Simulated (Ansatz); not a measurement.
## TaN (Fm-3m): zone-centre modes under pressure

Wanted: Grüneisen parameters and pressure coefficients of the modes of TaN (Fm-3m).

Program: Ansatz 0.2.0. Level of theory: DFT LDA, scalar-relativistic, plane waves, PAW; PAW set soft_1. Results are calculated unless marked as measured.

### 1. The starting structure

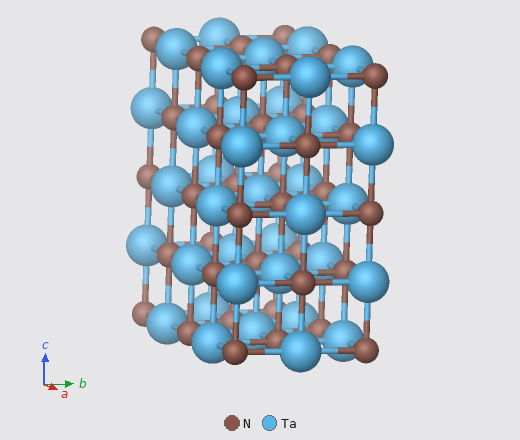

The cell as given, slightly off an axis (nitrogen brown, tantalum blue). 2×1×2 cells are drawn. This picture shows the conventional cell, with its axes. Some periodic images of atoms are drawn too.

### 2. Bringing the structure to rest

Harmonic phonons are second derivatives at a point where the forces vanish, and they are wanted at zero stress, so atoms and cell are relaxed first.

Contents of input.yaml:

```yaml
crystal:
  lattice:
    - [0.0, 2.179, 2.179]
    - [2.179, 0.0, 2.179]
    - [2.179, 2.179, 0.0]
  atoms:
    - { symbol: "N", position: [0.0, 0.0, 0.0] }
    - { symbol: Ta, position: [0.5, 0.5, 0.5] }
kpoints:
  mp_grid: { grid: [16, 16, 16] }
hamiltonian:
  xc: lda
  pseudopotentials: { kind: paw, azcp: { folder: soft_1 }, xc_functional: pbe }
scf:
  occupations: { method: gaussian, width: 0.1 }
output:
  forces: true
  stress: true
  eigenvalues: true
  write_density: true
  write_potential: true
  elf: true
  volumetric_format: npy
relax:
  adjacent_minimum: "off"
  f_tol: 0.005
  max_steps: 80
  cell: { stress_tol: 0.05 }
```

The run is started by

```sh
> ansatz run input.yaml --threads 4 --pin off --max-ram 10240MiB --backend cpu --events-out ev --progress --plain --runs-dir out
```

Numbers of over 12 decimals in the logs are rounded to 6 here.

Log:

```text
Engine: ansatz 0.2.0, x86_64-unknown-linux-gnu
Pseudopotentials: kind: paw
Pseudopotential: N, paw, valence charge 5, recommended cutoff 420 eV (normal), soft_1/N.paw.azcp
Pseudopotential: Ta, paw, valence charge 13, recommended cutoff 420 eV (normal), soft_1/Ta.paw.azcp
Functional definition: SPW92
  exchange = slater_x
  correlation = pw_c
Crystal: 2 atoms, lattice volume = 20.692 Å³
Basis set: ecut = 420 eV, 411 PW (Γ)
Bands: 13, of which v1, the nominal top of the filled ones, is band 9 counted from 1 (8 counted from 0)
Symmetry: 48 space group operations
Space group: Fm-3m (ITA 225), of the structure as read, at distance tolerance 2.7e-5 Å
k-points: 145 of 4096
Non-local potential: N, projectors of the file, l = 0: 2, l = 1: 2, l = 2: 1
Non-local potential: Ta, projectors of the file, l = 0: 3, l = 1: 2, l = 2: 2, l = 3: 1
PAW form: soft (Blöchl's): semilocal exchange-correlation on the pseudo side does not see the compensation charge
PAW frozen core: N, regenerated for the run's functional, and the local potential with it (the file was generated under x = pbe(κ = 0.804, μ = 0.219515), c = pbe(β = 0.066725))
PAW frozen core: Ta, regenerated for the run's functional, and the local potential with it (the file was generated under x = pbe(κ = 0.804, μ = 0.219515), c = pbe(β = 0.066725))
PAW one-centre angular grid: N, 110 points (default); XC on 64 Gauss nodes
PAW one-centre angular grid: Ta, 590 points (default); XC on 64 Gauss nodes
Initial density: superposition of atomic densities (chi_scale 0.1, normalization cell, long waves kept (reshape's long-wave potential 0.00 eV rms))
Initial wavefunctions: pseudopotential atomic-orbital guess
Functional: x = slater, c = lda
SCF iter   1: F=—  HF=-10059.589000 eV  |F-HF|=—  |Δ(HF+E_count)|=         —  Δρ=5.04e-2  dr2=5.40e-1  ethr=3.10e-3  ⟨swp⟩=5.1  Hψ=19754  notcnv=0
automatic band count: the SCF goes on with 17 bands, as 13 were too few: the levels above may hold too much charge
preconditioner: auto → none  [metal: Δε(μ)=0.017 eV  Ē_g=16.107 eV  σ=0.100 eV  W_gap=0.10  n_scr=8 (ndim 8)  ℏωp=25.8 eV  f_vac=0.000  D(μ)=1.01/eV (n_scr^D=14)  sad-step TF]
SCF iter   2: F=—  HF=-10059.542095 eV  |F-HF|=—  |Δ(HF+E_count)|=   4.69e-2  Δρ=3.55e-2  dr2=3.00e-1  ethr=3.00e-3  ⟨swp⟩=1.0  Hψ=3625  notcnv=0  defer=3
SCF iter   3: F=—  HF=-10059.468941 eV  |F-HF|=—  |Δ(HF+E_count)|=   7.32e-2  Δρ=2.88e-3  dr2=4.11e-4  ethr=1.67e-3  ⟨swp⟩=2.4  Hψ=3319  notcnv=0  defer=27
SCF iter   4: F=—  HF=-10059.469091 eV  |F-HF|=—  |Δ(HF+E_count)|=   1.50e-4  Δρ=6.18e-4  dr2=9.98e-5  ethr=2.28e-6  ⟨swp⟩=2.7  Hψ=4614  notcnv=0  defer=273
SCF iter   5: F=—  HF=-10059.469066 eV  |F-HF|=—  |Δ(HF+E_count)|=   2.50e-5  Δρ=6.06e-5  dr2=6.52e-7  ethr=5.54e-7  ⟨swp⟩=2.4  Hψ=2974  notcnv=0  defer=287
SCF iter   6: F=-10059.469066 eV  HF=-10059.469066 eV  |F-HF|=3.24e-9  |Δ(HF+E_count)|=   1.26e-7  Δρ=6.29e-6  dr2=5.11e-9  ethr=5.56e-10  ⟨swp⟩=12.0  Hψ=15464  notcnv=0
SCF 1 converged in 6 iterations: F = -10059.469066 eV  dr2 = 5.11e-9
  greatest PAW one-centre occupation: 0.999 electrons in one spin orbital (limit 2), on the Ta atom at site 1 (counted from 0), in its partial waves of l = 0
relax step   1: F+E_penalty+E_count = -10059.46906566 eV  Δ(F+E_penalty+E_count) = +0.000e0 eV  max|allowed force component| = 1.364e-29 eV/Å  Δτ_max = 0.0000 Å  P = -2.641 GPa  Ω = 20.692 Å³  (6 SCF iters, dr2 threshold 1.00e-7 eV, accepted)
Crystal: 2 atoms, lattice volume = 20.489 Å³
Bands: 17, of which v1, the nominal top of the filled ones, is band 9 counted from 1 (8 counted from 0)
Initial density: handed on by an earlier stage of this run
Initial wavefunctions: those handed on with the density
iter 1 solved again at ethr=3.88e-6 eV; its pass at ethr=3.10e-3 eV (dr2=6.98e-4 eV) is discarded
SCF iter   1: F=—  HF=-10059.470752 eV  |F-HF|=—  |Δ(HF+E_count)|=         —  Δρ=1.82e-3  dr2=6.74e-4  ethr=3.88e-6  ⟨swp⟩=1.6  Hψ=12093  notcnv=0
preconditioner: auto → none  [metal: Δε(μ)=0.021 eV  Ē_g=15.966 eV  σ=0.100 eV  W_gap=0.12  n_scr=8 (ndim 8)  ℏωp=25.9 eV  f_vac=0.000  D(μ)=1.10/eV (n_scr^D=14)]
SCF iter   2: F=—  HF=-10059.470601 eV  |F-HF|=—  |Δ(HF+E_count)|=   1.50e-4  Δρ=6.91e-4  dr2=1.13e-4  ethr=3.74e-6  ⟨swp⟩=1.0  Hψ=2465  notcnv=0
SCF iter   3: F=—  HF=-10059.470572 eV  |F-HF|=—  |Δ(HF+E_count)|=   2.98e-5  Δρ=8.41e-5  dr2=1.21e-6  ethr=6.28e-7  ⟨swp⟩=1.1  Hψ=2523  notcnv=0
iter 4 did not close the SCF: its close was put off for the readings that it lacked (scf_convergence_deferred on its scf_iter line)
SCF iter   4: F=-10059.470571 eV  HF=-10059.470571 eV  |F-HF|=1.06e-8  |Δ(HF+E_count)|=   3.52e-7  Δρ=1.02e-5  dr2=1.70e-8  ethr=6.74e-9  ⟨swp⟩=1.1  Hψ=2494  notcnv=0
iter 5 did not close the SCF: its close was put off for the readings that it lacked (scf_convergence_deferred on its scf_iter line)
SCF iter   5: F=-10059.470571 eV  HF=-10059.470571 eV  |F-HF|=1.15e-10  |Δ(HF+E_count)|=   1.35e-9  Δρ=1.27e-6  dr2=2.13e-10  ethr=9.47e-11  ⟨swp⟩=2.3  Hψ=3108  notcnv=0
SCF iter   6: F=-10059.470571 eV  HF=-10059.470571 eV  |F-HF|=5.46e-12  |Δ(HF+E_count)|=  9.09e-12  Δρ=1.57e-7  dr2=3.66e-12  ethr=1.18e-12  ⟨swp⟩=4.0  Hψ=9760  notcnv=0
SCF 2 converged in 6 iterations: F = -10059.470571 eV  dr2 = 3.66e-12
relax step   2: F+E_penalty+E_count = -10059.47057124 eV  Δ(F+E_penalty+E_count) = -1.506e-3 eV  max|allowed force component| = 8.908e-30 eV/Å  Δτ_max = 0.0000 Å  P = +1.075 GPa  Ω = 20.489 Å³  energy of the carried Pulay correction = +4.916e-4 eV  (6 SCF iters, dr2 threshold 2.00e-7 eV, accepted)
Crystal: 2 atoms, lattice volume = 20.547 Å³
iter 1 solved again at ethr=3.33e-7 eV; its pass at ethr=3.10e-3 eV (dr2=5.99e-5 eV) is discarded
SCF iter   1: F=—  HF=-10059.470638 eV  |F-HF|=—  |Δ(HF+E_count)|=         —  Δρ=5.31e-4  dr2=5.76e-5  ethr=3.33e-7  ⟨swp⟩=1.0  Hψ=11389  notcnv=0
preconditioner: auto → none  [metal: Δε(μ)=0.020 eV  Ē_g=15.919 eV  σ=0.100 eV  W_gap=0.11  n_scr=8 (ndim 8)  ℏωp=25.9 eV  f_vac=0.000  D(μ)=1.10/eV (n_scr^D=14)]
SCF iter   2: F=—  HF=-10059.470625 eV  |F-HF|=—  |Δ(HF+E_count)|=   1.29e-5  Δρ=2.02e-4  dr2=9.70e-6  ethr=3.20e-7  ⟨swp⟩=1.0  Hψ=2465  notcnv=0
iter 3 did not close the SCF: its close was put off for the readings that it lacked (scf_convergence_deferred on its scf_iter line)
SCF iter   3: F=-10059.470623 eV  HF=-10059.470623 eV  |F-HF|=6.98e-8  |Δ(HF+E_count)|=   2.53e-6  Δρ=2.45e-5  dr2=1.04e-7  ethr=5.39e-8  ⟨swp⟩=1.1  Hψ=2523  notcnv=0
iter 4 did not close the SCF: its close was put off for the readings that it lacked (scf_convergence_deferred on its scf_iter line)
SCF iter   4: F=-10059.470623 eV  HF=-10059.470623 eV  |F-HF|=8.93e-10  |Δ(HF+E_count)|=   3.01e-8  Δρ=2.98e-6  dr2=1.45e-9  ethr=5.78e-10  ⟨swp⟩=1.1  Hψ=2496  notcnv=0
iter 5 did not close the SCF: its close was put off for the readings that it lacked (scf_convergence_deferred on its scf_iter line)
SCF iter   5: F=-10059.470623 eV  HF=-10059.470623 eV  |F-HF|=9.09e-12  |Δ(HF+E_count)|=  1.73e-10  Δρ=3.63e-7  dr2=1.73e-11  ethr=8.07e-12  ⟨swp⟩=2.3  Hψ=3102  notcnv=0
SCF iter   6: F=-10059.470623 eV  HF=-10059.470623 eV  |F-HF|=1.82e-12  |Δ(HF+E_count)|=  3.64e-12  Δρ=4.56e-8  dr2=3.08e-13  ethr=1.00e-12  ⟨swp⟩=4.0  Hψ=8735  notcnv=0
SCF 3 converged in 6 iterations: F = -10059.470623 eV  dr2 = 3.08e-13
relax step   3: F+E_penalty+E_count = -10059.47062265 eV  Δ(F+E_penalty+E_count) = -5.141e-5 eV  max|allowed force component| = 6.245e-30 eV/Å  Δτ_max = 0.0000 Å  P = -0.013 GPa  Ω = 20.547 Å³  energy of the carried Pulay correction = +3.498e-4 eV  (6 SCF iters, dr2 threshold 2.00e-7 eV, accepted)
Initial wavefunctions: pseudopotential atomic-orbital guess (no wavefunctions were taken with the density)
iter 1 solved again at ethr=1.59e-8 eV; its pass at ethr=3.10e-3 eV (dr2=2.87e-6 eV) is discarded
SCF iter   1: F=—  HF=-10059.470284 eV  |F-HF|=—  |Δ(HF+E_count)|=         —  Δρ=3.76e-5  dr2=4.44e-8  ethr=1.59e-8  ⟨swp⟩=3.0  Hψ=17456  notcnv=0
preconditioner: auto → none  [metal: Δε(μ)=0.021 eV  Ē_g=15.921 eV  σ=0.100 eV  W_gap=0.11  n_scr=8 (ndim 8)  ℏωp=25.9 eV  f_vac=0.000  D(μ)=1.10/eV (n_scr^D=14)]
SCF iter   2: F=—  HF=-10059.470284 eV  |F-HF|=—  |Δ(HF+E_count)|=   1.63e-7  Δρ=1.77e-5  dr2=7.56e-9  ethr=2.46e-10  ⟨swp⟩=2.1  Hψ=3221  notcnv=0
SCF iter   3: F=—  HF=-10059.470284 eV  |F-HF|=—  |Δ(HF+E_count)|=   3.40e-9  Δρ=1.72e-6  dr2=1.02e-10  ethr=4.20e-11  ⟨swp⟩=2.5  Hψ=3116  notcnv=0
iter 4 did not close the SCF: its close was put off for the readings that it lacked (scf_convergence_deferred on its scf_iter line)
SCF iter   4: F=-10059.470284 eV  HF=-10059.470284 eV  |F-HF|=3.64e-12  |Δ(HF+E_count)|=  5.28e-11  Δρ=8.68e-8  dr2=7.07e-13  ethr=1.00e-12  ⟨swp⟩=1.1  Hψ=2563  notcnv=0
iter 5 did not close the SCF: its close was put off for the readings that it lacked (scf_convergence_deferred on its scf_iter line)
SCF iter   5: F=-10059.470284 eV  HF=-10059.470284 eV  |F-HF|=1.82e-12  |Δ(HF+E_count)|=  3.64e-12  Δρ=1.68e-8  dr2=1.28e-14  ethr=1.00e-12  ⟨swp⟩=1.0  Hψ=2465  notcnv=0
iter 6 did not close the SCF: its close was put off for the readings that it lacked (scf_convergence_deferred on its scf_iter line)
SCF iter   6: F=-10059.470284 eV  HF=-10059.470284 eV  |F-HF|=5.46e-12  |Δ(HF+E_count)|=  3.64e-12  Δρ=1.97e-9  dr2=7.07e-16  ethr=1.00e-12  ⟨swp⟩=1.0  Hψ=2465  notcnv=0
iter 7 did not close the SCF: its close was put off for the readings that it lacked (scf_convergence_deferred on its scf_iter line)
SCF iter   7: F=-10059.470284 eV  HF=-10059.470284 eV  |F-HF|=0.00e0  |Δ(HF+E_count)|=  1.82e-12  Δρ=2.34e-10  dr2=6.54e-18  ethr=1.00e-12  ⟨swp⟩=1.0  Hψ=2465  notcnv=0
SCF iter   8: F=-10059.470284 eV  HF=-10059.470284 eV  |F-HF|=5.46e-12  |Δ(HF+E_count)|=  3.64e-12  Δρ=4.76e-11  dr2=3.80e-19  ethr=1.00e-12  ⟨swp⟩=1.2  Hψ=5600  notcnv=0
SCF 4 converged in 8 iterations: F = -10059.470284 eV  dr2 = 3.80e-19
relax step   4: F+E_penalty+E_count = -10059.47028415 eV  Δ(F+E_penalty+E_count) = +3.385e-4 eV  max|allowed force component| = 1.196e-29 eV/Å  Δτ_max = 0.0000 Å  P = -0.039 GPa  Ω = 20.547 Å³  stress off target by 3.86e-2 GPa  SCF on the basis re-selected at this cell (its energy is not comparable with the rows above)  (8 SCF iters)
basis re-selected at this cell: Δ(F+E_penalty+E_count) = +3.385e-4 eV, ΔP = -0.026 GPa vs the last step (what re-selecting the basis moved, of the pressure what is left beyond the Pulay correction that the steps carried, after the strain that the cell walked since its last selection, with what the two solves' SCF thresholds leave and, on support functions, any second-order correction that the steps lacked; it is no m [...]
SCF converged after 8 iterations
Free energy (F): -10059.470284 eV
Harris-Foulkes:  -10059.470284 eV  (|F-HF|=5.46e-12)
Internal energy: -10059.464776 eV  (E = F + TS)
E sigma→0 (E₀):  -10059.467530 eV
Entropy (-TS):   -0.005508 eV (-2.754 meV/atom)
Fermi energy:    21.998710 eV
--- Per-component energies (eV) ---
  E_band       = -38.710180
  E_kinetic    = 527.547031
  E_local      = -551.894184  (includes V_loc(G=0)·N_el)
  E_nonlocal   = 30.479611
  E_hartree    = 197.967071
  E_xc         = -379.506949
  E_vxc        = -311.814510  (∫ρ·V_xc dr)
  E_paw        = -8176.883104  (= ΣΔE_a)
  E_vpaw       = -128.963125  (= ΣTr[D̂ρ^β])
  E_aug_tail   = 0.000854  (compensation charges beyond the density's cutoff)
  E_ewald      = -1707.514147
  E_core_change = 0.339041  (= ΣΔE_core)
  E_smearing   = -0.005508  (= −TS)
  E_closure    = 0.000000  (closes the sum)
  Σ components = -10059.470284   (vs F -10059.470284, Δ=0.00e0)
--- Forces (eV/Å), atoms counted from 1 ---
  atom   1  N     -0.00000000     0.00000000     0.00000000
  atom   2  Ta     0.00000000    -0.00000000    -0.00000000
  max |Σ_I F_I| component: 2.02e-29 eV/Å
--- Stress (GPa, compression-positive) ---
       -0.038565      -0.000000      -0.000000
        0.000000      -0.038565       0.000000
       -0.000000       0.000000      -0.038565
  P = ⅓ Tr σ = -0.0386 GPa (-0.386 kbar)
--- Band table (eV; the first three rows and the last of 145) ---
  k-point 0: bands = [... 5 lower, 18.1196, 18.1196, 18.1196, 19.7958, 19.7958, 19.7958, 22.0374, 22.0374, ... 4 higher]
  k-point 1: bands = [... 5 lower, 17.6002, 17.7577, 17.7577, 19.9613, 19.9613, 20.0411, 22.4522, 22.4522, ... 4 higher]
  k-point 2: bands = [... 5 lower, 16.5514, 17.0166, 17.0166, 20.3438, 20.3438, 20.4068, 23.4542, 23.4542, ... 4 higher]
  k-point 144: bands = [... 5 lower, 14.3553, 15.1562, 15.1562, 21.8119, 21.8119, 25.7725, 26.4135, 26.7438, ... 4 higher]
--- Relaxed structure (3 steps of the walk, 3 accepted, 1 SCFs on fresh bases) ---
  F+E_penalty+E_count = -10059.47028415 eV   max|allowed force component| = 1.196e-29 eV/Å   (the final SCF, on the basis selected at the relaxed cell)
  cell:  # Å, volume = 20.5471 Å³
    - [0, 2.173904, 2.173904]
    - [2.173904, 0, 2.173904]
    - [2.173904, 2.173904, 0]
  atoms:
    - { symbol: N, position: [0, 0, 0] }
    - { symbol: Ta, position: [0.5, 0.5, 0.5] }
```

Elapsed: 3.2 s, on 4 threads of AMD EPYC 7B13 (Zen 3), shared host; peak memory 0.42 GiB.

Relaxation path:

```csv
step,energy less that of the first step (eV),largest force component (eV/Å),pressure (GPa),volume (Å³)
1,0.0000,0.0000,-2.64,20.69
2,-0.0015,0.0000,1.08,20.49
3,-0.0016,0.0000,-0.01,20.55
4*,-0.0012,0.0000,-0.04,20.55
```

Relaxation steps marked * repeat the geometry before them on a plane-wave basis chosen anew for their cell, so energy and pressure can jump there.

Forces are held to the 48 operations that the run works with; a distortion that breaks them can't arise in this run.

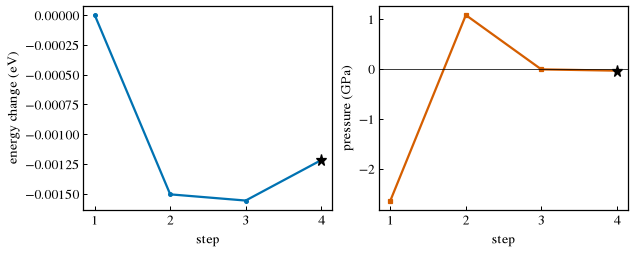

Energy and pressure along the relaxation. Stars mark steps on a basis chosen anew.

```csv
"conventional cell, symmetrised",before,after,change
a (Å),4.358,4.348,-0.2 %
b (Å),4.358,4.348,-0.2 %
c (Å),4.358,4.348,-0.2 %
volume (Å³/atom),10.35,10.27,-0.7 %
```

The relaxed structure:

```cif
data_structure
_symmetry_space_group_name_H-M 'P 1'
_symmetry_Int_Tables_number 1
_cell_length_a 3.0744
_cell_length_b 3.0744
_cell_length_c 3.0744
_cell_angle_alpha 60.000
_cell_angle_beta 60.000
_cell_angle_gamma 60.000
_cell_volume 20.55
loop_
_atom_site_label
_atom_site_type_symbol
_atom_site_fract_x
_atom_site_fract_y
_atom_site_fract_z
_atom_site_occupancy
N1 N 0.00000 0.00000 0.00000 1
Ta2 Ta 0.50000 0.50000 0.50000 1
```

This step gave:

```
pressure          : -0.03857 GPa
volume per atom   : 10.27 Å³
gap on the k-mesh : 0 eV
```

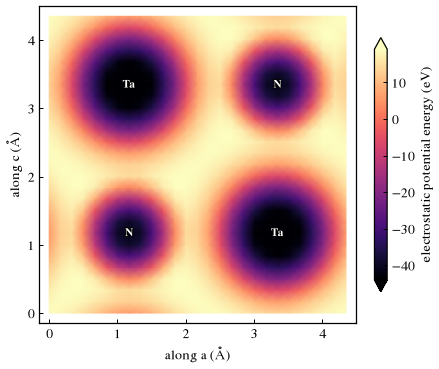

Electrostatic potential energy in the ac plane of the conventional cell at fractional y = 0.000, with atoms of N and Ta within 0.2 Å of it. With pseudopotentials it is smooth inside the atoms' cores, unlike the true potential. The map starts off the cell's origin, so that atoms lie inside it.

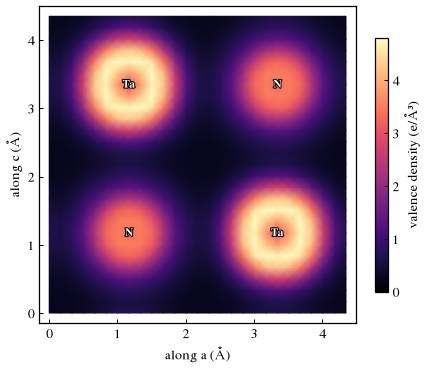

Valence density in the ac plane of the conventional cell at fractional y = 0.000, with atoms of N and Ta within 0.2 Å of it. It is the smooth field of the valence electrons, not physical close to the nuclei. The map starts off the cell's origin, so that atoms lie inside it.

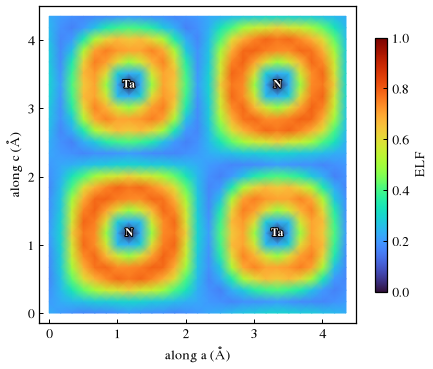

ELF in the ac plane of the conventional cell at fractional y = 0.000, with atoms of N and Ta within 0.2 Å of it. It is the smooth field of the valence electrons, not physical close to the nuclei. The map starts off the cell's origin, so that atoms lie inside it.

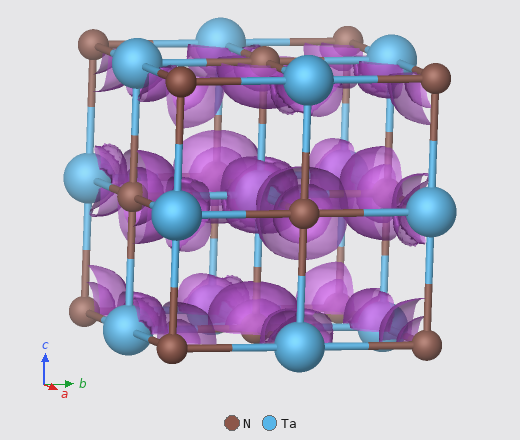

Surface of ELF = 0.71.

In this step the volume went from 10.35 to 10.27 Å³/atom.

### 3. Tight relaxation

Phonons need small forces and stress, so the relaxation is finished with tight tolerances on 16×16×16 k points.

input.yaml, the sections that differ from step 2:

```yaml
crystal:
  lattice:
    - [0.0, 2.1739036721, 2.1739036721]
    - [2.1739036721, 0.0, 2.1739036721]
    - [2.1739036721, 2.1739036721, 0.0]
  atoms:
    - { symbol: "N", position: [0.0, 0.0, 0.0] }
    - { symbol: Ta, position: [0.5, 0.5, 0.5] }
scf:
  occupations: { method: methfessel_paxton, width: 0.2 }
output:
  forces: true
  stress: true
  eigenvalues: true
relax:
  adjacent_minimum: "off"
  f_tol: 0.001
  max_steps: 60
  cell: { stress_tol: 0.01 }
# kpoints, hamiltonian: as in step 2
```

Log:

```text
[...]
Crystal: 2 atoms, lattice volume = 20.547 Å³
Basis set: ecut = 420 eV, 411 PW (Γ)
Bands: 13, of which v1, the nominal top of the filled ones, is band 9 counted from 1 (8 counted from 0)
Symmetry: 48 space group operations
[...]
k-points: 145 of 4096
[...]
k-point 144: bands = [... 5 lower, 14.3578, 15.1589, 15.1589, 21.8150, 21.8150, 25.7762, 26.4177, 26.7478, ... 4 higher]
--- Relaxed structure (3 steps of the walk, 3 accepted, 1 SCFs on fresh bases) ---
[...]
cell:  # Å, volume = 20.5444 Å³
    - [0, 2.173808, 2.173808]
    - [2.173808, 0, 2.173808]
    - [2.173808, 2.173808, 0]
  atoms:
    - { symbol: N, position: [0, 0, 0] }
    - { symbol: Ta, position: [0.5, 0.5, 0.5] }
[key lines of the parts left out:]
SCF converged after 3 iterations
Free energy (F): -10059.468552 eV
Fermi energy:    22.001754 eV
P = ⅓ Tr σ = -0.0005 GPa (-0.005 kbar)
```

Run time: 2.7 s. Hardware: 4 threads; peak memory 0.42 GiB; 9 s of CPU time.

Little changed from the start: no atom moved by 0.005 Å and no cell edge by 0.1 %.

This step gave:

```yaml
pressure: -4.76e-4 GPa
```

The forces vanish by symmetry and the pressure is 0.000 GPa, within the tolerances set. The cell now holds 10.27 Å³/atom.

[end of part 1 of 2]

[Logs are printed without paths, hosts, clocks, repeated set-up lines and the standing remarks that a program may print on its own settings, such as how far it seeks lower states.]

[Hosts, paths, dates, database ids (printed as entryN), source tags and the programs' standing remarks are cut or masked in the printed files.]
